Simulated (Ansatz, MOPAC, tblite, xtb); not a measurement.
# A ladder of methods for GeICl2 (SMILES [Cl][Ge]([Cl])[I])

GeICl2 has 4 atoms, charge 0, and is taken as a doublet. As SMILES, `[Cl][Ge]([Cl])[I]`. The coordinates come from a PBE0-D4/def2-TZVP relaxation.

Each level gives the dipole moment (D). The values are calculated.

```csv
level,kind,program,value (D),CPU time
AM1,semi-empirical,MOPAC,1.66,under 2 s
PM6,semi-empirical,MOPAC,1.23,under 2 s
IPEA1-xTB,semi-empirical,tblite,3.18,under 2 s
GFN0-xTB,semi-empirical,xtb,1.28,under 2 s
UHF/STO-3G,Hartree–Fock,Ansatz,2.57,5.6 s
UHF/3-21G,Hartree–Fock,Ansatz,2.59,8.8 s
UHF/def2-SVP (core potential),Hartree–Fock,Ansatz,1.50,9.4 s
UPBE/def2-SVP (core potential),GGA,Ansatz,0.92,20 s
UPBE0/def2-SVP (core potential),global hybrid,Ansatz,1.12,27 s
```

All-electron rows without a relativistic Hamiltonian named are non-relativistic, while core potentials hold scalar relativity, so basis and relativity change together. The values span 0.92 to 3.18 D. Magnitudes only: a small dipole may point the other way at some levels. Sets without polarisation functions give poor dipoles. Without the sets that lack polarisation functions the rows with a basis span only 0.92 to 1.50 D. Times are those of the runs behind each value, whatever else they computed, on shared processors of several kinds: orders of magnitude only.

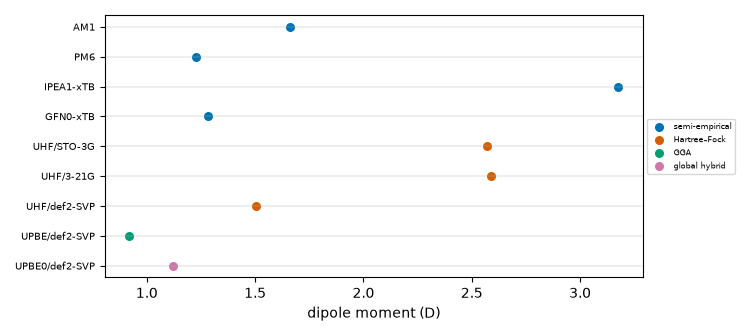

The values of the table, level by level.
